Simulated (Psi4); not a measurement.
# InH$_{2}$F: single-point calculation

- system: InH$_{2}$F, SMILES [F][InH2]
- method: wB97X-D/STO-6G, RKS, ZORA (Psi4 1.11)

The geometry comes from this level: PBE0-D4/def2-TZVP.

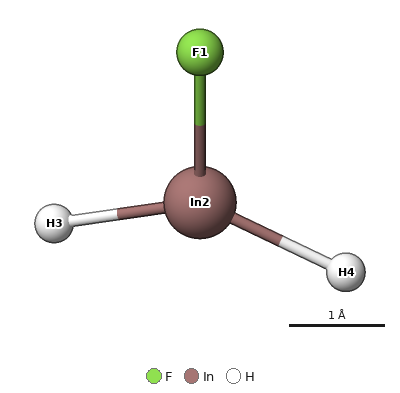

The structure as given in the input (ball-and-stick view, seen at an oblique angle; atoms are numbered from 1 in the order of the input). Sticks mark near contacts. Bond lengths as drawn: F–In 1.96 Å and H–In 1.70 Å.

### Input (calc.in)
```
memory 1.6 GB

molecule molecule1 {
  0 1
  F     -3.08365509    -1.18939362     0.35640235
  In     0.36736276     0.09883268    -0.04969980
  H      2.46476978    -1.82377468     1.45112069
  H      0.35640235     2.80038514    -1.79599571
  units au
  no_reorient
  no_com
}

set basis STO-6G
set reference rks
set scf_type direct
set diis_max_vecs 20
set print 2
set relativistic zora

energy("wb97x-d")
```

Run on 1 thread of Intel Xeon (Sapphire Rapids), 16 GiB of memory available, shared host.

Launched with:
```bash
psi4 calc.in calc.out -n 1
```

### Output
```
Psi4 1.11 release

Relativistic analytic gradients are not implemented yet, re-routing to finite differences.

   => Loading Basis Set <=

    Name: STO-6G
    Role: ORBITAL
    Keyword: BASIS

   => WB97X-D: Empirical Dispersion <=

    Chai and Head-Gordon Dispersion Correction

        s6 =       1.000000

         ---------------------------------------------------------
                                   SCF
                              RKS Reference
                        1 Threads,   1525 MiB Core
         ---------------------------------------------------------

  ==> Geometry <==

    Molecular point group: c1
    Full point group: C1

    Geometry (in Bohr), charge = 0, multiplicity = 1:

       Center              X                  Y                   Z               Mass
    ------------   -----------------  -----------------  -----------------  -----------------
         F           -3.083655090000    -1.189393620000     0.356402350000    18.998403162730
         IN           0.367362760000     0.098832680000    -0.049699800000   114.903878776000
         H            2.464769780000    -1.823774680000     1.451120690000     1.007825032230
         H            0.356402350000     2.800385140000    -1.795995710000     1.007825032230

  Running in c1 symmetry.

  Rotational constants: A =      3.25227  B =      0.26025  C =      0.24114 [cm^-1]
  Rotational constants: A =  97500.46931  B =   7802.00798  C =   7229.22339 [MHz]
  Nuclear repulsion =  152.791766769114588

  Charge       = 0
  Multiplicity = 1
  Electrons    = 60
  Nalpha       = 30
  Nbeta        = 30

  ==> Algorithm <==

  SCF Algorithm Type is DIRECT.
  DIIS enabled.
  MOM disabled.
  Fractional occupation disabled.
  Guess Type is SAD.
  Energy threshold   = 1.00e-06
  Density threshold  = 1.00e-06
  Integral threshold = 1.00e-12

  ==> Primary Basis <==

  -AO BASIS SET INFORMATION:
    Name                   = STO-6G
    Blend                  = STO-6G
    Total number of shells = 16
    Number of primitives   = 96
    Number of AO           = 36
    Number of SO           = 34
    Maximum AM             = 2
    Spherical Harmonics    = TRUE

  -Contraction Scheme:
    Atom   Type   All Primitives // Shells:
   ------ ------ --------------------------
       1     F     12s 6p // 2s 1p
       2    IN     30s 24p 12d // 5s 4p 2d
       3     H     6s // 1s
       4     H     6s // 1s

  ==> DFT Potential <==

   => LibXC <=

    Version 7.1.2

   => Composite Functional: WB97X-D <=

    wB97X-D Hyb-GGA Exchange-Correlation Functional

    Deriv               =              1
    GGA                 =           TRUE
    Meta                =          FALSE

    Exchange Hybrid     =           TRUE
    MP2 Hybrid          =          FALSE

   => Exchange-Correlation Functionals <=

    1.0000   wB97X-D range-separated functional

   => Exact (HF) Exchange <=

    0.7780            HF,LR [omega = 0.2000]
    0.2220               HF

   => LibXC Density Thresholds  <==

    XC_HYB_GGA_XC_WB97X_D:  1.00E-14

   => XC_HYB_GGA_XC_WB97X_D Functional <=

    wB97X-D range-separated functional
    GGA   =           TRUE
    Meta  =          FALSE
    LRC   =           TRUE
    Alpha =   1.000000E+00
    Omega =   2.000000E-01

   => Molecular Quadrature <=

    Radial Scheme          =       TREUTLER
    Pruning Scheme         =           NONE
    Nuclear Scheme         =       TREUTLER

    Blocking Scheme        =         OCTREE
    BS radius alpha        =              1
    Pruning alpha          =              1
    Radial Points          =             75
    Spherical Points       =            302
    Total Points           =          85853
    Total Blocks           =            703
    Max Points             =            256
    Max Functions          =             33
    Weights Tolerance      =       1.00E-15

   => Loading Basis Set <=

    Name: (STO-6G AUX)
    Role: JKFIT
    Keyword: DF_BASIS_SCF

  Starting with a DF guess...

  ==> Integral Setup <==

  DFHelper Memory: AOs need 0.009 GiB; user supplied 1.062 GiB.
  SCF_SUBTYPE=INCORE selected. In-core MEM_DF algorithm will be used.
  Using in-core AOs.

  ==> MemDFJK: Density-Fitted J/K Matrices <==

    J tasked:                   Yes
    K tasked:                   Yes
    wK tasked:                  Yes
    Omega:                2.000E-01
    Memory [MiB]:              1087
    Algorithm:                 Core
    Schwarz Cutoff:           1E-12
    Mask sparsity (%):       2.4221
    Fitting Condition:        1E-10

   => Auxiliary Basis Set <=

  -AO BASIS SET INFORMATION:
    Name                   = (STO-6G AUX)
    Blend                  = DEF2-UNIVERSAL-JKFIT
    Total number of shells = 83
    Number of primitives   = 102
    Number of AO           = 442
    Number of SO           = 331
    Maximum AM             = 5
    Spherical Harmonics    = TRUE

  -Contraction Scheme:
    Atom   Type   All Primitives // Shells:
   ------ ------ --------------------------
       1     F     14s 10p 6d 2f 1g // 10s 8p 4d 2f 1g
       2    IN     13s 12p 11d 8f 6g 3h // 11s 10p 10d 7f 5g 3h
       3     H     4s 2p 2d // 2s 2p 2d
       4     H     4s 2p 2d // 2s 2p 2d

  Cached 100.0% of DFT collocation blocks in 0.055 [GiB].

 OEINTS: Using relativistic (ZORA) kinetic integrals.

        ____  ____  ___  ___
       /_  / / __ \/ _ \/ _ |
        / /_/ /_/ / , _/ __ |
       /___/\____/_/|_/_/ |_|
      ========================

  ==> ZORA Details <==
    Total number of grid points: 948019
    Total number of batches: 6307
    Using 1 thread(s)

  Minimum eigenvalue in the overlap matrix is 3.0996837280E-01.
  Reciprocal condition number of the overlap matrix is 1.7365112316E-01.
    Using symmetric orthogonalization.

  ==> Pre-Iterations <==

  SCF Guess: Superposition of Atomic Densities via on-the-fly atomic UHF (no occupation information).

   -------------------------
    Irrep   Nso     Nmo
   -------------------------
     A         34      34
   -------------------------
    Total      34      34
   -------------------------

  ==> Iterations <==

                           Total Energy        Delta E     RMS |[F,P]|

   @DF-RKS iter SAD: -6124.93476735520017   -6.12493e+03   0.00000e+00
   @DF-RKS iter   1: -6127.11984573022983   -2.18508e+00   1.59218e-02 ADIIS/DIIS
   @DF-RKS iter   2: -6127.32227360384240   -2.02428e-01   7.69257e-03 ADIIS/DIIS
   @DF-RKS iter   3: -6127.38926852608256   -6.69949e-02   2.21302e-03 ADIIS/DIIS
   @DF-RKS iter   4: -6127.39447615416429   -5.20763e-03   3.15069e-04 ADIIS/DIIS
   @DF-RKS iter   5: -6127.39468589315129   -2.09739e-04   1.09515e-04 ADIIS/DIIS
   @DF-RKS iter   6: -6127.39471973744730   -3.38443e-05   2.42158e-05 DIIS
   @DF-RKS iter   7: -6127.39472086682053   -1.12937e-06   1.80350e-06 DIIS
   @DF-RKS iter   8: -6127.39472087529157   -8.47103e-09   2.78557e-07 DIIS

  DF guess converged.

  ==> DirectJK: Integral-Direct J/K Matrices <==

    J tasked:                  Yes
    K tasked:                  Yes
    wK tasked:                 Yes
    Omega:               2.000E-01
    Integrals threads:           1
    Screening Type:           CSAM
    Screening Cutoff:        1E-12
    Incremental Fock:           No

   @RKS iter   9: -6006.51481335850258   -6.00651e+03   3.36237e-02 ADIIS/DIIS
   @RKS iter  10: -6006.53835634065945   -2.35430e-02   6.64954e-04 ADIIS/DIIS
   @RKS iter  11: -6006.53884177545842   -4.85435e-04   1.44695e-04 ADIIS/DIIS
   @RKS iter  12: -6006.53886718777812   -2.54123e-05   8.72028e-05 DIIS
   @RKS iter  13: -6006.53887524214406   -8.05437e-06   2.48249e-05 DIIS
   @RKS iter  14: -6006.53887599539758   -7.53254e-07   2.72185e-06 DIIS
   @RKS iter  15: -6006.53887602232226   -2.69247e-08   5.58609e-07 DIIS
  Energy and wave function converged.

  ==> Post-Iterations <==

   Electrons on quadrature grid:
      Ntotal   =   59.9999679282 ; deviation = -3.207e-05

    Orbital Energies [Eh]
    ---------------------

    Doubly Occupied:

       1A   -1047.220827     2A   -155.189723     3A   -139.186099
       4A   -139.185263     5A   -139.184733     6A    -28.913889
       7A    -24.746292     8A    -24.273365     9A    -24.268166
      10A    -24.267985    11A    -15.843525    12A    -15.842136
      13A    -15.841669    14A    -15.838188    15A    -15.837993
      16A     -3.963141    17A     -2.731731    18A     -2.718875
      19A     -2.718185    20A     -1.078986    21A     -0.432874
      22A     -0.388341    23A     -0.380856    24A     -0.368416
      25A     -0.365596    26A     -0.356525    27A     -0.312482
      28A     -0.257656    29A     -0.244506    30A     -0.221345

    Virtual:

      31A      0.140353    32A      0.270686    33A      0.330909
      34A      0.519570

    Final Occupation by Irrep:
              A
    DOCC [    30 ]
    NA   [    30 ]
    NB   [    30 ]

  @RKS Final Energy: -6006.53887602232226

   => Energetics <=

    Nuclear Repulsion Energy =            152.7917667691145880
    One-Electron Energy =               -8547.0191488903492427
    Two-Electron Energy =                2514.8784046616851811
    DFT Exchange-Correlation Energy =    -127.1894829807893501
    Empirical Dispersion Energy =          -0.0004155819827730
    VV10 Nonlocal Energy =                  0.0000000000000000
    Total Energy =                      -6006.5388760223213467

Computation Completed

Properties will be evaluated at   0.000000,   0.000000,   0.000000 [a0]

Properties computed using the SCF density matrix

 Multipole Moments:

 ------------------------------------------------------------------------------------
     Multipole            Electronic (a.u.)      Nuclear  (a.u.)        Total (a.u.)
 ------------------------------------------------------------------------------------

 L = 1.  Multiply by 2.5417464519 to convert [e a0] to [Debye]
 Dipole X            :          7.2369786           -6.9309484            0.3060302
 Dipole Y            :          4.9993375           -4.8851308            0.1142067
 Dipole Z            :         -0.4634790            0.4274559           -0.0360230
 Magnitude           :                                                    0.3286263

 ------------------------------------------------------------------------------------

	total time  =         24 seconds =       0.40 minutes

    Psi4 run time: 0:00:24.00
```

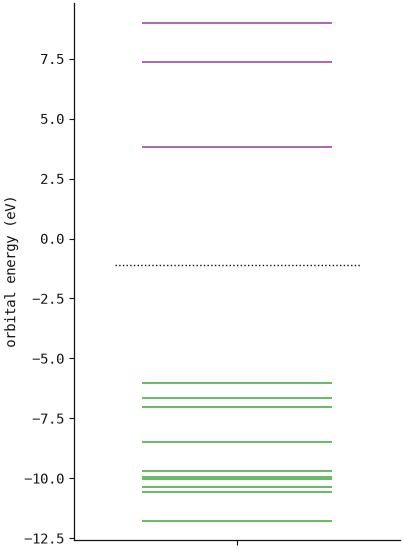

Orbital energies near the frontier; the dotted line parts filled from empty levels, and levels within 0.02 eV of each other stand side by side. Highest filled −6.02 eV, lowest empty 3.82 eV, 9.84 eV apart.

### Results in brief

```json
{"quantity": "outcome", "value": "converged"}
{"quantity": "total energy", "value": "−6006.538876 hartree"}
{"quantity": "dispersion energy", "value": "−0.000416 hartree"}
{"quantity": "basis functions", "value": "34"}
{"quantity": "HOMO", "value": "−6.02 eV"}
{"quantity": "LUMO", "value": "3.82 eV"}
{"quantity": "dipole moment", "value": "0.84 D"}
{"quantity": "wall time", "value": "26 s"}
{"quantity": "peak memory", "value": "0.38 GiB"}
```

### Remarks

Settings chosen away from the usual ones: diis_max_vecs set to 20; print set to 2.
